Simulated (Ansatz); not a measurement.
**C$_{3}$H$_{5}$ClO (SMILES CCC(=O)Cl): density, localisation and related maps**

```json
{"atom": "C", "x (Å)": "0.5352", "y (Å)": "-1.3321", "z (Å)": "-0.9119"}
{"atom": "C", "x (Å)": "-0.6671", "y (Å)": "-0.6611", "z (Å)": "-0.2673"}
{"atom": "C", "x (Å)": "-1.2370", "y (Å)": "-1.4590", "z (Å)": "0.8707"}
{"atom": "Cl", "x (Å)": "-2.6724", "y (Å)": "-0.6233", "z (Å)": "1.6153"}
{"atom": "O", "x (Å)": "-0.8594", "y (Å)": "-2.5024", "z (Å)": "1.2888"}
{"atom": "H", "x (Å)": "1.3449", "y (Å)": "-1.4777", "z (Å)": "-0.1821"}
{"atom": "H", "x (Å)": "0.9190", "y (Å)": "-0.7156", "z (Å)": "-1.7375"}
{"atom": "H", "x (Å)": "0.2683", "y (Å)": "-2.3210", "z (Å)": "-1.3123"}
{"atom": "H", "x (Å)": "-1.4911", "y (Å)": "-0.4904", "z (Å)": "-0.9823"}
{"atom": "H", "x (Å)": "-0.4299", "y (Å)": "0.3408", "z (Å)": "0.1318"}
```

Geometry: r2SCAN-D4/def2-SVP.

The calculation used Ansatz 0.2.0, isolated molecule in a Gaussian basis; Kohn-Sham density functional theory, functional PBE0.

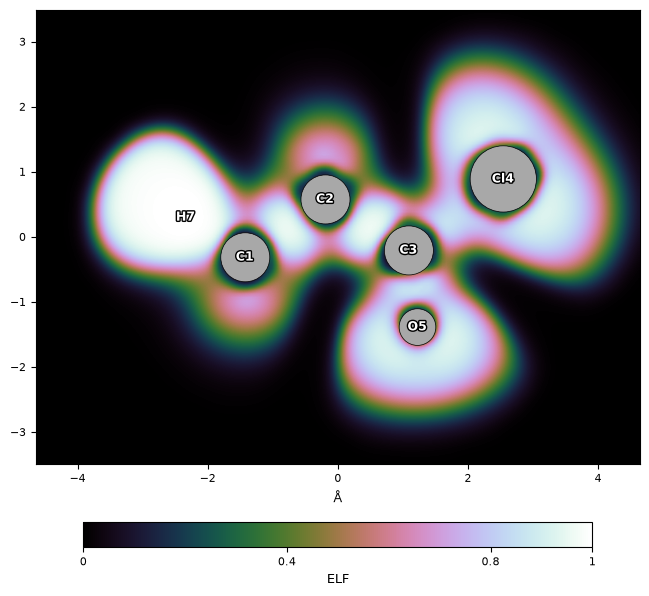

Figure 1. ELF on the plane of atoms C1, C2 and C3. Grey discs cover the atomic cores.

Read the bonding off the picture.

Answer. Atoms in the plane: C, Cl, O and H.
C–O (1.19 Å): the ELF peaks at about 0.85 between the atoms (a multiple bond).
C–C (1.50 Å): the ELF peaks at about 0.95 between the atoms; a covalent bond.
C–Cl (1.82 Å): the ELF peaks at about 0.85 between the atoms, as expected for localised, covalent bonding.
C–H (1.10 Å): the ELF climbs to about 1 towards the hydrogen, as it does in any bond to H; a covalent bond by its length.
The ELF also peaks beside O5 and Cl4, away from the bonds: lone-pair regions.

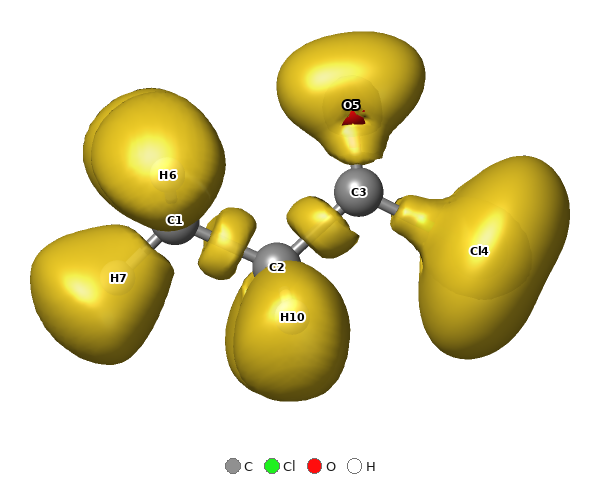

Figure 2. Isosurface of the electron localisation function at 0.75 (yellow), seen across its widest extent. Only the valence region is drawn (cores and ρ < 0.01 e/Å³ removed).

Describe the localisation domains.

Answer. The surface consists of two regions between bonded C–C atoms (shared pairs), five regions around hydrogen nuclei, one region on Cl in which the atom's valence shell and bonds are merged and one region on O in which the atom's valence shell and bonds are merged.

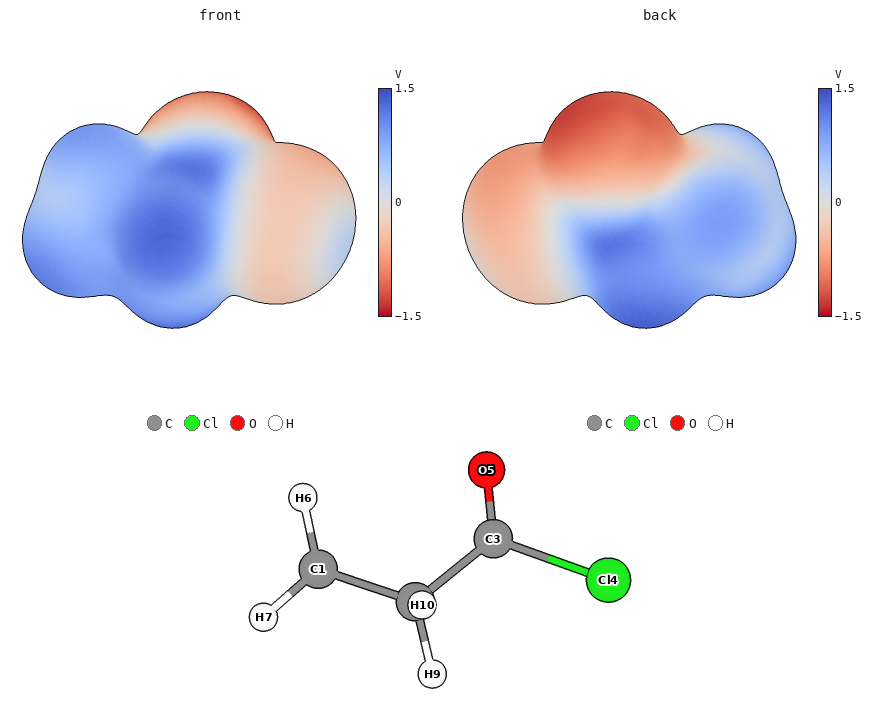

Figure 3. The electrostatic potential painted on the density surface at 0.002 e/bohr³, seen from the front and from behind; the colour scale runs from red (negative) to blue (positive). The bare structure is drawn below in the same view.

Which sites attract a positive test charge, and which a negative one?

Answer. A positive charge is drawn to the negative regions and a negative charge to the positive ones. The most negative region (about −1.3 V) lies over O5, the most positive (about +1.3 V) over H9 and H10. Cl4 shows a σ-hole: about +0.3 V at the tip opposite its bond, against about −0.4 V on its flanks. O5 is the likeliest acceptor of a hydrogen bond.
